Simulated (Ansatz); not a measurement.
# Ni3GeC (Pm-3m): following an unstable mode, part 2 of 3

Aim: this structure of Ni3GeC (Pm-3m) is to be tested for unstable modes, and one is followed downhill.

Ansatz 0.2.0; DFT PBEsol, scalar-relativistic, plane waves, PAW; PAW set soft_1.

So far, highest frequency on the path or at a solved wavevector (cm⁻¹): step 2 (response at finite wavevector) 723. Also lowest frequency on the path (cm⁻¹): step 2 -130.

### Step 5. Energy along the mode, all amplitudes (two of the runs are shown above)

An imaginary frequency means negative curvature, so the energy should fall and then rise again as anharmonic terms take over.

This step gave:

```yaml
depth_at_the_lowest_point_sampled: 39.61 meV/atom
largest_atomic_shift_at_that_point: 0.45 Å
```

Table of energy from the parent by largest atomic shift:

```csv
largest atomic shift (Å),energy from the parent (meV/atom)
0.000,0
0.040,-0.925
0.080,-3.65
0.140,-10.7
0.220,-23.5
0.320,-37.8
0.450,-39.6
0.600,6.03
```

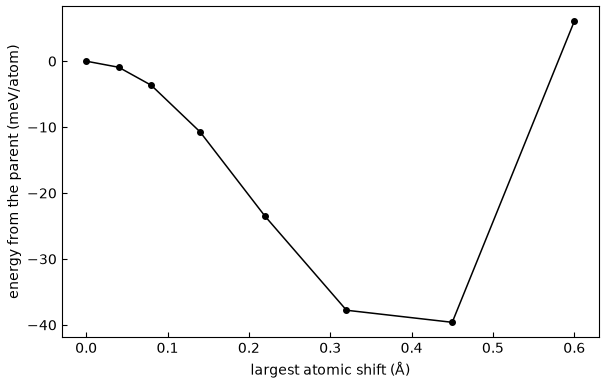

Energy from the parent against largest atomic shift.

Displacement at unit largest shift by atom:

```csv
atom,x (Å),y (Å),z (Å),size
Ni1,0.00,0.00,0.00,0.00
Ni2,0.00,0.00,0.00,0.00
Ni3,0.00,1.00,0.00,1.00
Ni4,0.00,-1.00,0.00,1.00
Ni5,0.00,0.00,-1.00,1.00
Ni6,0.00,0.00,1.00,1.00
Ge7,0.00,0.00,0.00,0.00
Ge8,0.00,0.00,0.00,0.00
C9,0.00,0.00,0.00,0.00
C10,0.00,0.00,0.00,0.00
```

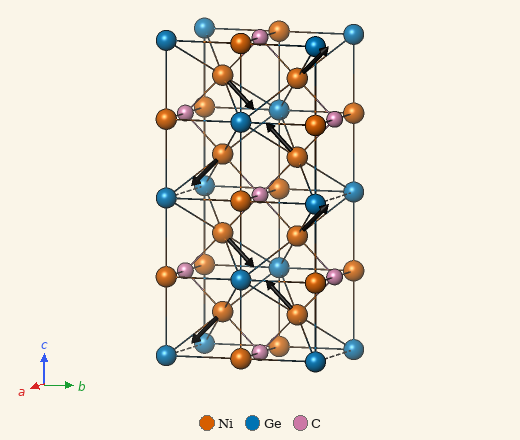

Displacement at unit largest shift as arrows, the longest 1 Å. 1×1×2 cells are drawn. Some periodic images of atoms are drawn too.

The lowest of the steps tried is at 0.45 Å, 39.6 meV/atom below the parent; the bottom of the well need not coincide with a step.

### Step 6. Relaxing from the distorted cell

Starting from the lowest point found, all atoms and the cell are let go, so that strain and other modes of the same symmetry can join in.

Contents of input.yaml:

```yaml
crystal:
  lattice:
    - [-3.761644871, 0.0, 0.0]
    - [0.0, -3.761644871, -3.761644871]
    - [0.0, -3.761644871, 3.761644871]
  atoms:
    - { symbol: Ni, position: [1.0, 1.0, 0.5] }
    - { symbol: Ni, position: [1.0, 0.5, 0.0] }
    - { symbol: Ni, position: [0.5, 0.1901857412, 0.1901857412] }
    - { symbol: Ni, position: [0.5, 0.8098142588, 0.8098142588] }
    - { symbol: Ni, position: [0.5, 0.3098142588, 0.6901857412] }
    - { symbol: Ni, position: [0.5, 0.6901857412, 0.3098142588] }
    - { symbol: Ge, position: [0.0, 0.5, 0.5] }
    - { symbol: Ge, position: [0.0, 0.0, 0.0] }
    - { symbol: C, position: [0.5, 1.0, 0.5] }
    - { symbol: C, position: [0.5, 0.5, 0.0] }
kpoints:
  mp_grid: { grid: [10, 8, 8] }
hamiltonian:
  xc: pbesol
  pseudopotentials: { kind: paw, azcp: { folder: soft_1 }, xc_functional: pbe }
scf:
  occupations: { method: methfessel_paxton, width: 0.2 }
output:
  forces: true
  stress: true
  eigenvalues: true
relax:
  adjacent_minimum: "off"
  f_tol: 0.002
  max_steps: 120
  cell: { stress_tol: 0.03 }
```

Launch:

```sh
$ ansatz run input.yaml --threads 4 --pin off --max-ram 10240MiB --backend cpu --events-out ev --progress --plain --runs-dir out
```

Numbers of over 12 decimals in the logs are rounded to 6 here.

Log:

```text
[...]
Crystal: 10 atoms, lattice volume = 106.454 Å³
Basis set: ecut = 420 eV, 2077 PW (Γ), exchange–correlation on 54×72×72 points (8 copies of the dense FFT grid, shifted against one another)
Bands: 87, of which v1, the nominal top of the filled ones, is band 72 counted from 1 (71 counted from 0)
Symmetry: 16 space group operations
[...]
k-points: 90 of 640
[...]
SCF iter   1: F=—  HF=-43833.173613 eV  |F-HF|=—  |Δ(HF+E_count)|=         —  Δρ=1.02e-1  dr2=1.19e1  ethr=3.10e-3  ⟨swp⟩=5.0  Hψ=23874  notcnv=0  defer=43
[...]
SCF iter  11: F=-43830.304610 eV  HF=-43830.304610 eV  |F-HF|=4.68e-8  |Δ(HF+E_count)|=   5.07e-8  S|Δr|=    0.00e0  Δρ=6.73e-6  dr2=5.24e-8  ethr=6.94e-11  ⟨swp⟩=10.4  Hψ=35948  notcnv=0
SCF 1 converged in 11 iterations: F = -43830.304610 eV  dr2 = 5.24e-8
[...]
relax step   1: F+E_penalty+E_count = -43830.30460953 eV  Δ(F+E_penalty+E_count) = +0.000e0 eV  max|allowed force component| = 2.461e-1 eV/Å  Δτ_max = 0.0000 Å  P = -1.433 GPa  Ω = 106.454 Å³  (11 SCF iters, dr2 threshold 1.00e-7 eV, accepted)
Crystal: 10 atoms, lattice volume = 105.943 Å³
Basis set: ecut = 420 eV, 2061 PW (Γ), exchange–correlation on 54×72×72 points (8 copies of the dense FFT grid, shifted against one another)
[...]
SCF iter   6: F=-43830.332819 eV  HF=-43830.332820 eV  |F-HF|=5.03e-7  |Δ(HF+E_count)|=   8.97e-7  S|Δr|=    0.00e0  Δρ=2.35e-5  dr2=4.74e-7  ethr=6.94e-10  ⟨swp⟩=6.5  Hψ=34142  notcnv=0
SCF 2 converged in 6 iterations: F = -43830.332819 eV  dr2 = 4.74e-7
relax step   2: F+E_penalty+E_count = -43830.33281904 eV  Δ(F+E_penalty+E_count) = -2.821e-2 eV  max|allowed force component| = 1.851e-1 eV/Å  Δτ_max = 0.0071 Å  P = -0.637 GPa  Ω = 105.943 Å³  energy of the carried Pulay correction = +4.407e-4 eV  (6 SCF iters, dr2 threshold 1.00e-6 eV, accepted)
Crystal: 10 atoms, lattice volume = 105.490 Å³
[...]
SCF iter   7: F=-43830.365954 eV  HF=-43830.365955 eV  |F-HF|=1.30e-6  |Δ(HF+E_count)|=   5.19e-7  S|Δr|=    0.00e0  Δρ=2.92e-5  dr2=8.86e-7  ethr=6.94e-10  ⟨swp⟩=3.7  Hψ=32623  notcnv=0
SCF 3 converged in 7 iterations: F = -43830.365954 eV  dr2 = 8.86e-7
[...]
relax step   3: F+E_penalty+E_count = -43830.36595398 eV  Δ(F+E_penalty+E_count) = -3.313e-2 eV  max|allowed force component| = 7.951e-4 eV/Å  Δτ_max = 0.0204 Å  P = -0.170 GPa  Ω = 105.490 Å³  energy of the carried Pulay correction = +8.323e-4 eV  (7 SCF iters, dr2 threshold 1.00e-6 eV, accepted)
[...]
relax step   4: F+E_penalty+E_count = -43830.36618653 eV  Δ(F+E_penalty+E_count) = -2.326e-4 eV  max|allowed force component| = 3.537e-3 eV/Å  Δτ_max = 0.0000 Å  P = +0.102 GPa  Ω = 105.365 Å³  energy of the carried Pulay correction = +9.404e-4 eV  (5 SCF iters, dr2 threshold 3.64e-7 eV, accepted)
[...]
relax step   5: F+E_penalty+E_count = -43830.36615691 eV  Δ(F+E_penalty+E_count) = +2.962e-5 eV  max|allowed force component| = 2.290e-3 eV/Å  Δτ_max = 0.0018 Å  P = -0.013 GPa  Ω = 105.426 Å³  energy of the carried Pulay correction = +8.878e-4 eV  (6 SCF iters, dr2 threshold 3.13e-8 eV, accepted)
[...]
relax step   6: F+E_penalty+E_count = -43830.36616784 eV  Δ(F+E_penalty+E_count) = -1.093e-5 eV  max|allowed force component| = 8.256e-5 eV/Å  Δτ_max = 0.0007 Å  P = +0.000 GPa  Ω = 105.418 Å³  energy of the carried Pulay correction = +8.948e-4 eV  (7 SCF iters, dr2 threshold 3.28e-10 eV, accepted)
[...]
SCF iter   7: F=-43830.365559 eV  HF=-43830.365559 eV  |F-HF|=1.46e-11  |Δ(HF+E_count)|=  5.09e-11  S|Δr|=    0.00e0  Δρ=7.02e-8  dr2=6.70e-12  ethr=1.00e-12  ⟨swp⟩=3.5  Hψ=30493  notcnv=0
SCF 7 converged in 7 iterations: F = -43830.365559 eV  dr2 = 6.70e-12
relax step   7: F+E_penalty+E_count = -43830.36555875 eV  Δ(F+E_penalty+E_count) = +6.091e-4 eV  max|allowed force component| = 1.261e-4 eV/Å  Δτ_max = 0.0000 Å  P = -0.000 GPa  Ω = 105.418 Å³  stress off target by 2.48e-2 GPa  SCF on the basis re-selected at this cell (its energy is not comparable with the rows above)  (7 SCF iters)
basis re-selected at this cell: Δ(F+E_penalty+E_count) = +6.091e-4 eV, ΔP = -0.000 GPa vs the last step (what re-selecting the basis moved, of the pressure what is left beyond the Pulay correction that the steps carried, after the strain that the cell walked since its last selection, with what the two solves' SCF thresholds leave and, on support functions, any second-order correction that the steps lacked; it is no m [...]
SCF converged after 7 iterations
[...]
Free energy (F): -43830.365559 eV
[...]
Internal energy: -43830.380965 eV  (E = F + TS)
E sigma→0 (E₀):  -43830.369410 eV
Entropy (-TS):   0.015407 eV (1.541 meV/atom)
Fermi energy:    17.075648 eV
[...]
--- Forces (eV/Å), atoms counted from 1 ---
  atom   1  Ni    -0.00000000     0.00000000    -0.00000000
  atom   2  Ni     0.00000000    -0.00000000    -0.00000000
  atom   3  Ni     0.00000000     0.00012609    -0.00000000
  atom   4  Ni    -0.00000000    -0.00012609     0.00000000
  atom   5  Ni     0.00000000     0.00000000    -0.00012609
  atom   6  Ni    -0.00000000    -0.00000000     0.00012609
  atom   7  Ge     0.00000000    -0.00000000    -0.00000000
  atom   8  Ge     0.00000000     0.00000000     0.00000000
  atom   9  C      0.00000000    -0.00000000    -0.00000000
  atom  10  C      0.00000000     0.00000000     0.00000000
  max |Σ_I F_I| component: 5.20e-18 eV/Å
--- Stress (GPa, compression-positive) ---
        0.024777      -0.000000      -0.000000
       -0.000000      -0.012685      -0.000000
       -0.000000      -0.000000      -0.012685
  P = ⅓ Tr σ = -0.0002 GPa (-0.002 kbar)
--- Band table (eV; the first three rows and the last of 90) ---
  k-point 0: bands = [... 68 lower, 15.9071, 15.9761, 16.7986, 16.7986, 17.6288, 17.8399, 18.6913, 18.6913, ... 11 higher]
  k-point 1: bands = [... 68 lower, 15.9590, 15.9629, 16.6893, 16.7806, 17.6833, 17.7609, 18.7437, 18.7758, ... 11 higher]
  k-point 2: bands = [... 68 lower, 16.0986, 16.1286, 16.5040, 16.8393, 17.5324, 17.7364, 18.8748, 18.9491, ... 11 higher]
  k-point 89: bands = [... 68 lower, 16.2123, 16.2123, 16.3359, 16.3359, 18.0497, 18.0497, 20.3812, 20.3812, ... 11 higher]
--- Relaxed structure (6 steps of the walk, 6 accepted, 1 SCFs on fresh bases) ---
  F+E_penalty+E_count = -43830.36555875 eV   max|allowed force component| = 1.261e-4 eV/Å   (the final SCF, on the basis selected at the relaxed cell)
  cell:  # Å, volume = 105.4178 Å³
    - [-3.819662, 0, 0]
    - [0, -3.714750, -3.714750]
    - [0, -3.714750, 3.714750]
  atoms:
    - { symbol: Ni, position: [1.000000, 1.0, 0.500000] }
    - { symbol: Ni, position: [1.000000, 0.5, 0.0] }
    - { symbol: Ni, position: [0.500000, 0.193994, 0.193994] }
    - { symbol: Ni, position: [0.500000, 0.806006, 0.806006] }
    - { symbol: Ni, position: [0.500000, 0.306006, 0.693994] }
    - { symbol: Ni, position: [0.500000, 0.693994, 0.306006] }
    - { symbol: Ge, position: [0, 0.5, 0.5] }
    - { symbol: Ge, position: [0, 0, -1.2672917275893485e-19] }
    - { symbol: C, position: [0.500000, 1.0, 0.500000] }
    - { symbol: C, position: [0.500000, 0.5, 0.0] }
```

The job ended after 1.7 min (4 threads of Arm Neoverse V2, shared host; peak memory 0.98 GiB).

Step by step:

```csv
step,energy less that of the first step (eV),largest force component (eV/Å),pressure (GPa),volume (Å³)
1,0.0000,0.2461,-1.43,106.45
2,-0.0282,0.1851,-0.64,105.94
3,-0.0613,0.0008,-0.17,105.49
4,-0.0616,0.0035,0.10,105.37
5,-0.0615,0.0023,-0.01,105.43
6,-0.0616,0.0001,0.00,105.42
7*,-0.0609,0.0001,0.00,105.42
```

Relaxation steps marked * repeat the geometry before them on a plane-wave basis chosen anew for their cell, so energy and pressure can jump there.

The run keeps the 16 symmetry operations that it works with, so distortions that break them were not tested.

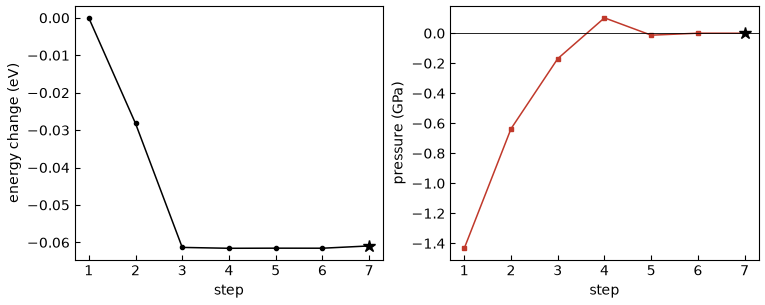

Energy and pressure along the relaxation. Stars mark steps on a basis chosen anew.

```csv
cell as run,before,after,change
a (Å),3.762,3.820,+1.5 %
b (Å),5.320,5.253,-1.2 %
c (Å),5.320,5.253,-1.2 %
volume (Å³/atom),10.65,10.54,-1.0 %
```

The atoms that moved most (Å, as changes of fractional coordinates times the final cell):

```csv
atom,dx,dy,dz,length
Ni4,0.000,0.028,0.000,0.028
Ni3,0.000,-0.028,0.000,0.028
Ni6,0.000,0.000,-0.028,0.028
Ni5,0.000,0.000,0.028,0.028
```

This step gave:

```yaml
pressure: -1.97e-4 GPa
volume_per_atom: 10.54 Å³
```

The distorted start has space group P4/mbm; the relaxation ends in P4/mbm.

### Step 7. The new phase in its own primitive cell

The relaxed structure is symmetrised, reduced to its primitive cell and relaxed tightly, as its phonons need.

input.yaml, the sections that differ from step 6:

```yaml
crystal:
  lattice:
    - [5.2534496972, 0.0, 0.0]
    - [0.0, 5.2534496972, 0.0]
    - [0.0, 0.0, 3.8196615443]
  atoms:
    - { symbol: Ni, position: [0.0, 0.0, 0.0] }
    - { symbol: Ni, position: [0.5, 0.5, 0.0] }
    - { symbol: Ni, position: [0.1939941838, 0.6939941838, 0.5] }
    - { symbol: Ni, position: [0.8060058162, 0.3060058162, 0.5] }
    - { symbol: Ni, position: [0.3060058162, 0.1939941838, 0.5] }
    - { symbol: Ni, position: [0.6939941838, 0.8060058162, 0.5] }
    - { symbol: Ge, position: [0.5, 0.0, 0.0] }
    - { symbol: Ge, position: [0.0, 0.5, 0.0] }
    - { symbol: C, position: [0.0, 0.0, 0.5] }
    - { symbol: C, position: [0.5, 0.5, 0.5] }
kpoints:
  mp_grid: { grid: [8, 8, 10] }
relax:
  adjacent_minimum: "off"
  f_tol: 0.001
  max_steps: 60
  cell: { stress_tol: 0.01 }
# hamiltonian, scf, output: as in step 6
```

Log:

```text
[...]
Crystal: 10 atoms, lattice volume = 105.418 Å³
Basis set: ecut = 420 eV, 2069 PW (Γ), exchange–correlation on 72×72×54 points (8 copies of the dense FFT grid, shifted against one another)
Bands: 87, of which v1, the nominal top of the filled ones, is band 72 counted from 1 (71 counted from 0)
Symmetry: 16 space group operations
[...]
k-points: 90 of 640
[...]
- { symbol: Ni, position: [0.500000, 0.500000, 0.0] }
    - { symbol: Ni, position: [0.193969, 0.693969, 0.5] }
    - { symbol: Ni, position: [0.806031, 0.306031, 0.5] }
    - { symbol: Ni, position: [0.306031, 0.193969, 0.5] }
    - { symbol: Ni, position: [0.693969, 0.806031, 0.5] }
    - { symbol: Ge, position: [0.500000, 0, 0.0] }
    - { symbol: Ge, position: [0, 0.500000, 0.0] }
    - { symbol: C, position: [0, 0, 0.5] }
    - { symbol: C, position: [0.500000, 0.500000, 0.5] }
[key lines of the parts left out:]
SCF converged after 5 iterations
Free energy (F): -43830.365559 eV
Fermi energy:    17.075668 eV
P = ⅓ Tr σ = -0.0025 GPa (-0.025 kbar)
```

Wall time 53 s (4 threads); peak memory 0.97 GiB.

Little changed from the start: no atom moved by 0.005 Å and no cell edge by 0.1 %.

Numbers from this step:

- pressure: -0.002455 GPa

The largest force component left is 0.081 meV/Å and the pressure is -0.002 GPa, within the tolerances set. The cell now holds 10.54 Å³/atom.

[end of part 2 of 3]

[Logs are printed without paths, hosts, clocks, repeated set-up lines and the standing remarks that a program may print on its own settings, such as how far it seeks lower states.]

[Hosts, paths, dates, database ids (printed as entryN), source tags and the programs' standing remarks are cut or masked in the printed files.]
